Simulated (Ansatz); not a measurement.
# How fast states decay through MgBrF, part 2 of 3

Aim: relax a made-up compound, MgBrF, and see how good a tunnel barrier it would be. It is built by putting F for part of the Br in the MgBr2 structure of space group P-3m1, with the volume rescaled by atomic radii. The parent structure comes from the Materials Project.

Ansatz 0.2.0; PBEsol DFT, plane waves, PAW files (the session's first sound run).

So far. Step 2 (Relaxing the new crystal): The largest force component on a free atom ends at 0.0067 eV/Å.

The structure was built from a prototype and need not be the compound's stable phase.

## (3) Band edges

The energy window and the wavevectors of the next steps follow from the band edges, so these are searched first, off the mesh as well.

input.yaml

```yaml
crystal:
  lattice:
    - [3.4784489653, 0.0, 0.0]
    - [-1.7392244826, 3.0124251697, 0.0]
    - [0.0, 0.0, 5.2256146703]
  atoms:
    - { symbol: Mg, position: [0.0, 0.0, -0.063373055] }
    - { symbol: Br, position: [0.3333333333, 0.6666666667, 0.2602093002] }
    - { symbol: F, position: [0.6666666667, 0.3333333333, 0.8031637548] }
kpoints:
  mp_grid: { grid: [8, 8, 4] }
  band_path: { path: [VBM, CBM], npoints: 30 }
scf:
  occupations: { method: fixed }
hamiltonian:
  xc: pbesol
output:
  eigenvalues: true
  write_potential: true
  write_density: true
  volumetric_format: npy
  elf: true
```

The run is started by

```bash
$ ansatz run input.yaml --threads 2 --pin off --max-ram 4096MiB --backend cpu --events-out ev --progress --plain --runs-dir out
```

Numbers of over 12 decimals in the logs are rounded to 6 here.

The program printed:

```text
[...]
Crystal: 3 atoms, lattice volume = 54.757 Å³
Basis set: ecut = 420 eV, 1103 PW (Γ)
Bands: 16, of which v1, the nominal top of the filled ones, is band 12 counted from 1 (11 counted from 0)
Symmetry: 6 space group operations
[...]
k-points: 35 of 256 (time reversal used)
[...]
SCF iter   1: F=—  HF=-5453.097112 eV  |F-HF|=—  |Δ(HF+E_count)|=         —  Δρ=7.58e-3  dr2=2.03e-2  ethr=1.77e-3  ⟨swp⟩=5.1  Hψ=2682  notcnv=0  defer=68
[...]
SCF iter   7: F=-5453.091774 eV  HF=-5453.091774 eV  |F-HF|=4.90e-9  |Δ(HF+E_count)|=   2.59e-8  Δρ=4.06e-6  dr2=4.40e-9  ethr=4.17e-10  ⟨swp⟩=6.1  Hψ=2105  notcnv=0
SCF 1 converged in 7 iterations: F = -5453.091774 eV  dr2 = 4.40e-9
[...]
NSCF: frozen V_eff on 34 k-points
[...]
SCF converged after 7 iterations
Free energy (F): -5453.091774 eV
[...]
Internal energy: -5453.091774 eV  (E = F + TS)
E sigma→0 (E₀):  -5453.091774 eV
Fermi energy:    4.495970 eV
[...]
--- Band table (eV; the first three rows and the last of 35) ---
  k-point 0: bands = [... 8 lower, -0.2785, 2.4910, 4.4960, 4.4960, 6.9058, 11.1914, 14.8301, 14.8301]
  k-point 1: bands = [... 8 lower, -0.2754, 1.8679, 4.4953, 4.4953, 7.8886, 11.1800, 14.4329, 14.7935]
  k-point 2: bands = [... 8 lower, -0.1382, 1.1911, 4.4947, 4.4947, 9.2161, 10.8702, 13.1658, 14.7713]
  k-point 34: bands = [... 8 lower, -0.3540, 1.3010, 2.3849, 2.7828, 10.1989, 12.0999, 13.2088, 13.7507]
```

Wall time 7.4 s (2 threads of Arm Neoverse N1, shared host); peak memory 0.3 GiB.

This step gave:

| Quantity | Value |
| --- | --- |
| free energy | -5453.0918 eV |
| Fermi energy | 4.496 eV |
| gap on the k-mesh | 2.410 eV |
| gap on path | 2.410 eV, by band count; negative where bands overlap |
| direct gap on path | 2.410 eV |
| edge places on path | 0, 0 1/A along the path |

Levels at VBM (eV): -5.29, -4.77, -4.77, -2.00, 0.00, 0.00, 2.41, 6.70.

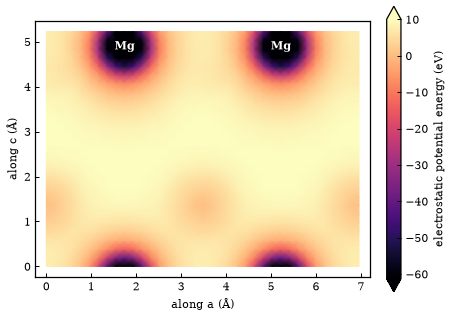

Electrostatic potential energy in the ac plane at fractional y = 0.000, with atoms of Mg within 0.2 Å of it. With pseudopotentials it is smooth inside the atoms' cores, unlike the true potential. The map starts off the cell's origin, so that atoms lie inside it.

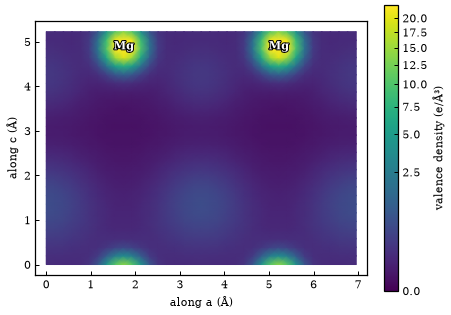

Valence density in the ac plane at fractional y = 0.000, with atoms of Mg within 0.2 Å of it. It is the smooth field of the valence electrons, not physical close to the nuclei. The map starts off the cell's origin, so that atoms lie inside it. The colour scale is stretched toward low values.

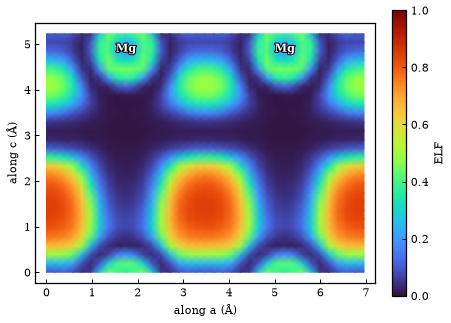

ELF in the ac plane at fractional y = 0.000, with atoms of Mg within 0.2 Å of it. It is the smooth field of the valence electrons, not physical close to the nuclei. The map starts off the cell's origin, so that atoms lie inside it.

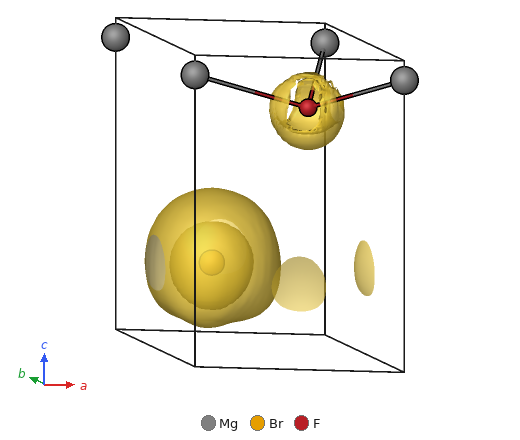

Surface of ELF = 0.81. Bonds to atoms that aren't drawn are left out.

The searched edges give 2.41 eV, as on the mesh.

## (4) Decaying states in the gap, plane (001), k-mesh 8×8×6

This step: PBEsol DFT, plane waves, PAW files; complex bands by layer matching along the plane's normal (Ansatz 0.2.0).

The same crystal is laid in a cell whose first two vectors span the (001) plane (indices of the standard conventional cell, whose axes can be ordered otherwise than in the bulk input). At fixed energy and wavevector in the plane the solver finds all kz, real and complex. A few wavevectors are listed, (0, 0) and (0.5, 0) in units of the plane's reciprocal vectors; the slowest state needn't be among them.

input.yaml

```yaml
crystal:
  lattice:
    - [3.478448965, 0.0, 0.0]
    - [1.739224483, 3.01242517, 0.0]
    - [0.0, 0.0, 5.22561467]
  atoms:
    - { symbol: Mg, position: [0.0, 0.0, 0.936626945] }
    - { symbol: Br, position: [0.6666666667, 0.6666666667, 0.2602093002] }
    - { symbol: F, position: [0.3333333333, 0.3333333333, 0.8031637548] }
kpoints:
  mp_grid: { grid: [8, 8, 6] }
scf:
  occupations: { method: fixed }
hamiltonian:
  xc: pbesol
output:
  eigenvalues: true
  transmission:
    leads: [[0, 0]]
    kpoints: [[0.0, 0.0], [0.5, 0.0]]
    e_range: [-1.0, 3.41]
    de: 0.11
```

The program printed:

```text
[...]
Crystal: 3 atoms, lattice volume = 54.757 Å³
Basis set: ecut = 420 eV, 1103 PW (Γ)
Bands: 16, of which v1, the nominal top of the filled ones, is band 12 counted from 1 (11 counted from 0)
Symmetry: 6 space group operations
[...]
k-points: 50 of 384 (time reversal used)
[...]
SCF iter   1: F=—  HF=-5453.097140 eV  |F-HF|=—  |Δ(HF+E_count)|=         —  Δρ=7.58e-3  dr2=2.03e-2  ethr=1.77e-3  ⟨swp⟩=5.2  Hψ=3842  notcnv=0  defer=99
[...]
SCF iter   7: F=-5453.091812 eV  HF=-5453.091812 eV  |F-HF|=4.86e-9  |Δ(HF+E_count)|=   3.08e-8  Δρ=3.95e-6  dr2=4.21e-9  ethr=4.17e-10  ⟨swp⟩=6.1  Hψ=2981  notcnv=0
SCF 1 converged in 7 iterations: F = -5453.091812 eV  dr2 = 4.21e-9
[...]
transmission: 9 of 18 steps passed
transmission: 18 of 18 steps passed
SCF converged after 7 iterations
Free energy (F): -5453.091812 eV
[...]
Internal energy: -5453.091812 eV  (E = F + TS)
E sigma→0 (E₀):  -5453.091812 eV
Fermi energy:    4.495925 eV
[...]
--- Band table (eV; the first three rows and the last of 50) ---
  k-point 0: bands = [... 8 lower, -0.2784, 2.4910, 4.4959, 4.4959, 6.9058, 11.1913, 14.8300, 14.8300]
  k-point 1: bands = [... 8 lower, -0.2768, 2.1746, 4.4956, 4.4956, 7.3857, 11.1967, 14.8102, 14.8102]
  k-point 2: bands = [... 8 lower, -0.2739, 1.5515, 4.4950, 4.4950, 8.4583, 11.1109, 13.7952, 14.7803]
  k-point 49: bands = [... 8 lower, -0.3540, 1.3009, 2.3849, 2.7827, 10.1989, 12.0999, 13.2088, 13.7507]
--- Transmission ---
  basis      : 91 plane waves across, 9 finite elements along
  points     : 2, as listed
  energies   : 41 from -1.000000 to 3.400000 eV about the Fermi level, 0.110000 eV apart; the leads are filled to 1.204943 eV, and channels, transmission and decay are at 1.200000 eV
  crystal 0  : F1Mg1Br1, at the sites [0, 0], period 5.2256 Å: whole cells are its period
    offset         : up to 0.0000 Å between an atom of the period and one for which it stands
    channels       : 0.000000e0 a spin
    conductance    : none, the energies end too early or step too widely for 300 K: set another output.transmission.e_range or a lower de, or, where they end at an eighth of basis.ecutwfc, a higher one
    slowest decay  : 0.2669 /Å at (0.0000, 0.0000)
```

Wall time 9.9 s (2 threads); peak memory 0.32 GiB.

Numbers from this step:

- level to which the leads are filled: 1.205 eV from the Fermi level
- decay constant at the filling level, zone centre: 0.2669 Å⁻¹
- decay constant at the filling level, slowest listed point: 0.2669 Å⁻¹

K parallel (0, 0); values up to 1.5 1/Å, a degenerate pair printed once or twice; energies at which all values exceed this have no row. Im kz of the slowest decaying states against energy, zero at the highest filled level on the SCF mesh:

| energy (eV) | decay 1 (Å⁻¹) | decay 2 (Å⁻¹) | decay 3 (Å⁻¹) | decay 4 (Å⁻¹) |
| --- | --- | --- | --- | --- |
| -1.000 | 0.275 | 1.20 | 1.33 | 1.47 |
| -0.450 | 0.305 | 1.12 | 1.30 | 1.34 |
| -0.010 | 0.311 | 0.616 | 1.06 | 1.27 |
| 0.540 | 0.302 | 1.20 | 1.24 | - |
| 0.980 | 0.282 | 1.21 | 1.23 | - |
| 1.530 | 0.237 | 1.18 | 1.24 | - |
| 1.970 | 0.176 | 1.14 | 1.24 | - |
| 2.520 | 1.10 | 1.23 | 1.48 | - |
| 2.960 | 1.06 | 1.21 | 1.45 | - |

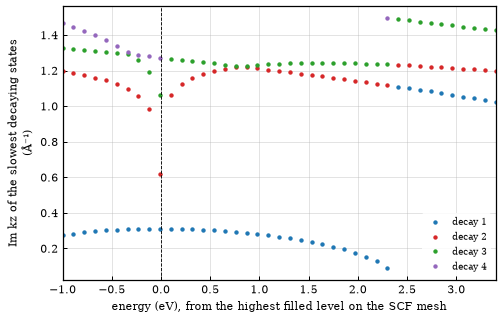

Im kz of the slowest decaying states, plotted against energy.

K parallel (0.5, 0); values up to 1.5 1/Å, a degenerate pair printed once or twice; energies at which all values exceed this have no row. Im kz of the slowest decaying states against energy, zero at the highest filled level on the SCF mesh:

| energy (eV) | decay 1 (Å⁻¹) | decay 2 (Å⁻¹) | decay 3 (Å⁻¹) | decay 4 (Å⁻¹) |
| --- | --- | --- | --- | --- |
| -1.0000 | 0.330 | 0.522 | 1.23 | - |
| -0.7800 | 0.428 | 0.551 | 1.21 | - |
| -0.4500 | 0.585 | 0.662 | 1.18 | - |
| -0.2300 | 0.604 | 0.734 | 1.17 | - |
| -0.0100 | 0.620 | 0.784 | 1.15 | - |
| 0.2100 | 0.635 | 0.822 | 1.13 | - |
| 0.5400 | 0.654 | 0.866 | 1.10 | - |
| 0.7600 | 0.665 | 0.889 | 1.08 | - |
| 0.9800 | 0.676 | 0.908 | 1.06 | - |
| 1.2000 | 0.687 | 0.924 | 1.04 | - |
| 1.5300 | 0.703 | 0.944 | 1.01 | - |
| 1.7500 | 0.715 | 0.955 | 0.981 | - |
| 1.9700 | 0.730 | 0.955 | 0.964 | - |
| 2.3000 | 0.759 | 0.912 | 0.976 | - |
| 2.5200 | 0.789 | 0.879 | 0.982 | - |
| 2.7400 | 0.667 | 0.843 | 0.987 | 1.01 |
| 2.9600 | 0.614 | 0.806 | 0.992 | 1.21 |
| 3.2900 | 0.551 | 0.748 | 0.997 | 1.04 |

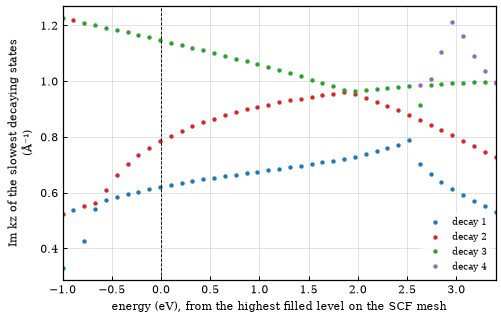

Im kz of the slowest decaying states, plotted against energy.

At the listed wavevectors the last open channel is at -0.89 eV and the next at +2.41 eV on the grid, wider than the gap, since narrow bands can fall between grid energies. At +1.20 eV, the grid energy nearest the filling level (the middle of the gap on the SCF mesh), the slowest state at the listed wavevectors decays with κ = 0.267 Å⁻¹, its amplitude falling by e over 3.7 Å. Through 1 nm of this crystal that state's transmission falls by exp(−2 × 0.267 Å⁻¹ × 10 Å) = 0.0048.

## (5) Decay over the two-dimensional zone

The listed points could miss the slowest state, so one energy near mid-gap is solved on a mesh of 12×12.

input.yaml: that of step 4 with these lines changed.

```diff
@@ -17,6 +17,2 @@
   eigenvalues: true
-  transmission:
-    leads: [[0, 0]]
-    kpoints: [[0.0, 0.0], [0.5, 0.0]]
-    e_range: [-1.0, 3.41]
-    de: 0.11
+  transmission: { leads: [[0, 0]], kmesh: [12, 12], e_range: [1.2, 1.21], de: 0.05 }
```

The program printed:

```text
[...]
Crystal: 3 atoms, lattice volume = 54.757 Å³
Basis set: ecut = 420 eV, 1103 PW (Γ)
Bands: 16, of which v1, the nominal top of the filled ones, is band 12 counted from 1 (11 counted from 0)
Symmetry: 6 space group operations
[...]
k-points: 50 of 384 (time reversal used)
[...]
SCF iter   1: F=—  HF=-5453.097140 eV  |F-HF|=—  |Δ(HF+E_count)|=         —  Δρ=7.58e-3  dr2=2.03e-2  ethr=1.77e-3  ⟨swp⟩=5.2  Hψ=3842  notcnv=0  defer=99
[...]
SCF iter   7: F=-5453.091812 eV  HF=-5453.091812 eV  |F-HF|=4.86e-9  |Δ(HF+E_count)|=   3.08e-8  Δρ=3.95e-6  dr2=4.21e-9  ethr=4.17e-10  ⟨swp⟩=6.1  Hψ=2981  notcnv=0
SCF 1 converged in 7 iterations: F = -5453.091812 eV  dr2 = 4.21e-9
[...]
transmission: 24 of 152 steps passed
transmission: 48 of 152 steps passed
[...]
transmission: 152 of 152 steps passed
SCF converged after 7 iterations
Free energy (F): -5453.091812 eV
[...]
Internal energy: -5453.091812 eV  (E = F + TS)
E sigma→0 (E₀):  -5453.091812 eV
Fermi energy:    4.495925 eV
[...]
--- Band table (eV; the first three rows and the last of 50) ---
  k-point 0: bands = [... 8 lower, -0.2784, 2.4910, 4.4959, 4.4959, 6.9058, 11.1913, 14.8300, 14.8300]
  k-point 1: bands = [... 8 lower, -0.2768, 2.1746, 4.4956, 4.4956, 7.3857, 11.1967, 14.8102, 14.8102]
  k-point 2: bands = [... 8 lower, -0.2739, 1.5515, 4.4950, 4.4950, 8.4583, 11.1109, 13.7952, 14.7803]
  k-point 49: bands = [... 8 lower, -0.3540, 1.3009, 2.3849, 2.7827, 10.1989, 12.0999, 13.2088, 13.7507]
--- Transmission ---
  basis      : 91 plane waves across, 8 finite elements along
  points     : 19, standing for a mesh of 12 x 12
  energies   : 1 from 1.200000 to 1.200000 eV about the Fermi level; the leads are filled to 1.204943 eV, and channels, transmission and decay are at 1.200000 eV
  crystal 0  : F1Mg1Br1, at the sites [0, 0], period 5.2256 Å: whole cells are its period
[...]
channels       : 0.000000e0 a spin
    conductance    : none, crystal 0 has no channel at the energies, or these end too early or step too widely for 300 K: set another output.transmission.e_range or a lower de, or, where they end at an eighth of basis.ecutwfc, a higher one
    slowest decay  : 0.2669 /Å at (0.0000, 0.0000)
```

Wall time 7.7 s (2 threads); peak memory 0.32 GiB.

This step gave:

| Quantity | Value |
| --- | --- |
| least decay constant on the mesh | 0.2669 Å⁻¹ |

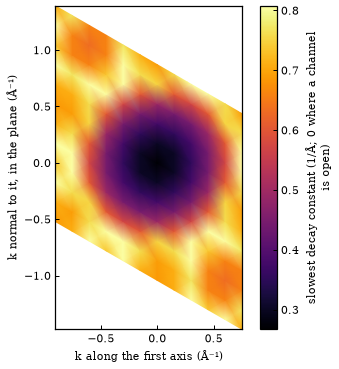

Slowest decay constant (1/Å; 0 where a channel is open) over k1 and k2. At 1.2000 eV from the Fermi level.

The least value on the mesh is 0.267 Å⁻¹ at +1.20 eV. At that energy the listed points give about 0.267 Å⁻¹ by interpolation, so the mesh holds no clearly slower state.

## (6) Decaying states in the gap, plane (110), k-mesh 6×14×14

The same for the (110) plane, at (0, 0) and (0.5, 0), to see how the decay depends on direction.

input.yaml

```yaml
crystal:
  lattice:
    - [5.22561467, 0.0, 0.0]
    - [0.0, 6.024850339, 0.0]
    - [0.0, 3.01242517, 1.739224483]
  atoms:
    - { symbol: Mg, position: [0.936626945, 0.0, 0.0] }
    - { symbol: Br, position: [0.2602093002, 0.3333333333, 0.0] }
    - { symbol: F, position: [0.8031637548, 0.6666666667, 0.0] }
kpoints:
  mp_grid: { grid: [6, 14, 14] }
scf:
  occupations: { method: fixed }
hamiltonian:
  xc: pbesol
output:
  eigenvalues: true
  transmission:
    leads: [[0, 0]]
    kpoints: [[0.0, 0.0], [0.5, 0.0]]
    e_range: [-1.0, 3.41]
    de: 0.09
```

The program printed:

```text
[...]
Crystal: 3 atoms, lattice volume = 54.757 Å³
Basis set: ecut = 420 eV, 1103 PW (Γ)
Bands: 16, of which v1, the nominal top of the filled ones, is band 12 counted from 1 (11 counted from 0)
Symmetry: 6 space group operations
[...]
k-points: 128 of 1176 (time reversal used)
[...]
SCF iter   1: F=—  HF=-5453.097215 eV  |F-HF|=—  |Δ(HF+E_count)|=         —  Δρ=7.58e-3  dr2=2.03e-2  ethr=1.77e-3  ⟨swp⟩=5.1  Hψ=9825  notcnv=0  defer=251
[...]
SCF iter   7: F=-5453.091871 eV  HF=-5453.091871 eV  |F-HF|=4.86e-9  |Δ(HF+E_count)|=   2.70e-8  Δρ=4.03e-6  dr2=4.41e-9  ethr=4.17e-10  ⟨swp⟩=6.0  Hψ=7641  notcnv=0
SCF 1 converged in 7 iterations: F = -5453.091871 eV  dr2 = 4.41e-9
[...]
transmission: 3 of 6 steps passed
transmission: 6 of 6 steps passed
SCF converged after 7 iterations
Free energy (F): -5453.091871 eV
[...]
Internal energy: -5453.091871 eV  (E = F + TS)
E sigma→0 (E₀):  -5453.091871 eV
Fermi energy:    4.495807 eV
[...]
--- Band table (eV; the first three rows and the last of 128) ---
  k-point 0: bands = [... 8 lower, -0.2784, 2.4909, 4.4958, 4.4958, 6.9058, 11.1913, 14.8300, 14.8300]
  k-point 1: bands = [... 8 lower, -0.3102, 2.5109, 3.6733, 4.3305, 7.3694, 11.9696, 13.9779, 14.9477]
  k-point 2: bands = [... 8 lower, -0.4110, 2.3230, 2.5411, 3.8137, 8.4110, 12.5054, 13.5611, 13.7570]
  k-point 127: bands = [... 8 lower, -0.3342, 1.5917, 2.3967, 3.7048, 9.6984, 11.3837, 12.5966, 13.8575]
--- Transmission ---
  basis      : 281 plane waves across, 3 finite elements along
  points     : 2, as listed
[...]
crystal 0  : Br1F1Mg1, at the sites [0, 0], period 1.7392 Å: whole cells are its period
[...]
channels       : 0.000000e0 a spin
[...]
slowest decay  : 0.2257 /Å at (0.0000, 0.0000)
```

Run time: 70 s. Hardware: 2 threads; peak memory 0.7 GiB.

Numbers from this step:

```yaml
free_energy: -5453.0919 eV
decay_constant_at_the_filling_level_zone_centre: 0.2257 Å⁻¹
decay_constant_at_the_filling_level_slowest_listed_point: 0.2257 Å⁻¹
```

K parallel (0, 0); values up to 1.5 1/Å, a degenerate pair printed once or twice; energies at which all values exceed this have no row. The Im kz of the slowest decaying states by energy, zero at the highest filled level on the SCF mesh:

| energy (eV) | decay 1 (Å⁻¹) | decay 2 (Å⁻¹) | decay 3 (Å⁻¹) | decay 4 (Å⁻¹) |
| --- | --- | --- | --- | --- |
| -1.000 | 0.666 | 0.728 | 0.783 | 1.01 |
| -0.460 | 0.177 | 0.622 | 0.774 | 0.780 |
| -0.010 | 0.239 | 0.587 | 0.775 | 0.791 |
| 0.530 | 0.170 | 0.282 | 0.523 | 0.766 |
| 0.980 | 0.213 | 0.304 | 0.515 | 0.732 |
| 1.520 | 0.229 | 0.320 | 0.449 | 0.741 |
| 1.970 | 0.199 | 0.327 | 0.399 | 0.724 |
| 2.510 | 0.328 | 0.364 | 0.700 | 0.746 |
| 2.960 | 0.323 | 0.351 | 0.676 | 0.722 |

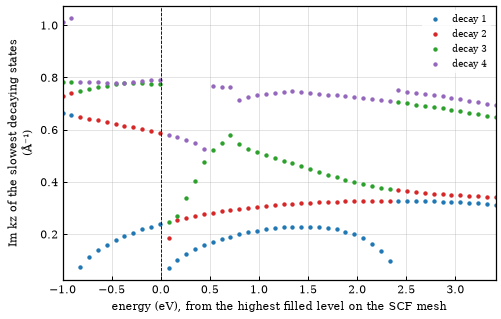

Im kz of the slowest decaying states against energy.

K parallel (0, 0). Table of Re kz of states that move upwards by energy, zero at the highest filled level on the SCF mesh:

| energy (eV) | channel 1 (Å⁻¹) | channel 2 (Å⁻¹) | channel 3 (Å⁻¹) |
| --- | --- | --- | --- |
| -1.0000 | -0.626 | -0.292 | 1.71 |
| -0.7300 | -0.534 | -0.240 | - |
| -0.4600 | -0.425 | -0.183 | - |
| -0.2800 | -0.334 | -0.140 | - |
| -0.0100 | -0.0641 | -0.0253 | - |
| 0.2600 | - | - | - |
| 0.5300 | - | - | - |
| 0.7100 | - | - | - |
| 0.9800 | - | - | - |
| 1.2500 | - | - | - |
| 1.5200 | - | - | - |
| 1.7900 | - | - | - |
| 1.9700 | - | - | - |
| 2.2400 | - | - | - |
| 2.5100 | 0.113 | - | - |
| 2.7800 | 0.227 | - | - |
| 2.9600 | 0.285 | - | - |
| 3.2300 | 0.359 | - | - |

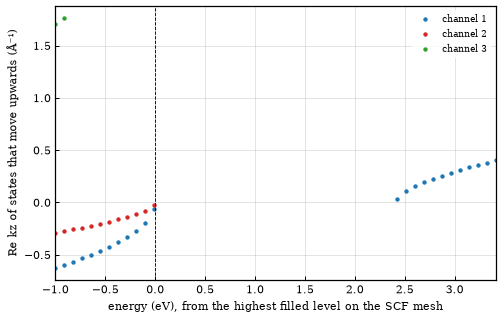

Re kz of states that move upwards, plotted against energy.

K parallel (0.5, 0); values up to 1.5 1/Å, a degenerate pair printed once or twice; energies at which all values exceed this have no row. Im kz of the slowest decaying states against energy, zero at the highest filled level on the SCF mesh:

| energy (eV) | decay 1 (Å⁻¹) | decay 2 (Å⁻¹) | decay 3 (Å⁻¹) | decay 4 (Å⁻¹) |
| --- | --- | --- | --- | --- |
| -1.000 | 0.535 | 0.839 | 0.877 | 1.11 |
| -0.460 | 0.197 | 0.625 | 0.806 | 0.851 |
| -0.010 | 0.255 | 0.660 | 0.785 | 0.827 |
| 0.530 | 0.186 | 0.297 | 0.484 | 0.677 |
| 0.980 | 0.239 | 0.318 | 0.678 | 0.718 |
| 1.520 | 0.278 | 0.333 | 0.668 | 0.709 |
| 1.970 | 0.298 | 0.339 | 0.653 | 0.679 |
| 2.510 | 0.313 | 0.340 | 0.626 | 0.636 |
| 2.960 | 0.317 | 0.335 | 0.592 | 0.598 |

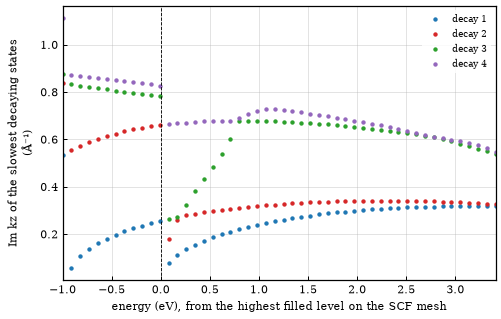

Im kz of the slowest decaying states, plotted against energy.

At the listed wavevectors the last open channel is at -0.01 eV and the next at +2.42 eV on the grid. At +1.25 eV, the grid energy nearest the filling level (the middle of the gap on the SCF mesh), the slowest state at the listed wavevectors decays with κ = 0.226 Å⁻¹, its amplitude falling by e over 4.4 Å; the first such run, plane (001), gave 0.267 Å⁻¹.

(Continued in part 3 of 3.)

[Logs are printed without paths, hosts, clocks, repeated set-up lines and the standing remarks that a program may print on its own settings, such as how far it seeks lower states.]

[Hosts, paths, dates, database ids (printed as entryN), source tags and the programs' standing remarks are cut or masked in the printed files.]
